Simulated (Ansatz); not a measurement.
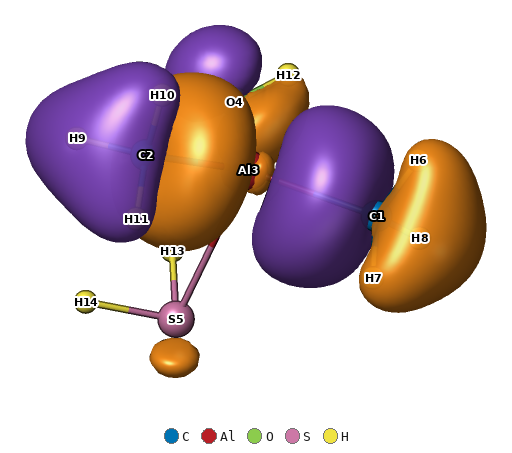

The picture shows: C2H9AlOS. One frontier orbital at ±0.08 Å⁻³ᐟ² (orange and purple are the two phases), seen from one side.

Geometry: PBE0-D4/def2-SVP.

All numbers below come from Ansatz 0.2.0, isolated molecule in a Gaussian basis; Kohn-Sham density functional theory, functional PBE0.

```tsv
atom	x (Å)	y (Å)	z (Å)
C	-1.9644	0.4665	0.2197
C	1.3765	0.8769	0.9371
Al	-0.1215	-0.2089	0.2906
O	0.1386	-1.9329	0.3612
S	0.5569	-0.2666	-2.2779
H	-2.4122	0.5132	1.2281
H	-2.0019	1.4908	-0.1884
H	-2.6318	-0.1580	-0.3978
H	2.3496	0.3840	0.7728
H	1.2887	1.0428	2.0253
H	1.4167	1.8757	0.4702
H	-0.5669	-2.5506	0.5609
H	0.7010	-1.5707	-1.9364
H	1.8577	0.0086	-2.0367
```

> Which orbital is it: HOMO or LUMO?

The HOMO, at −7.25 eV. By Hirshfeld shares it lies mainly on C2 (about 30 %), C1 (about 25 %), Al3 (about 15 %) and O4 (about 10 %).
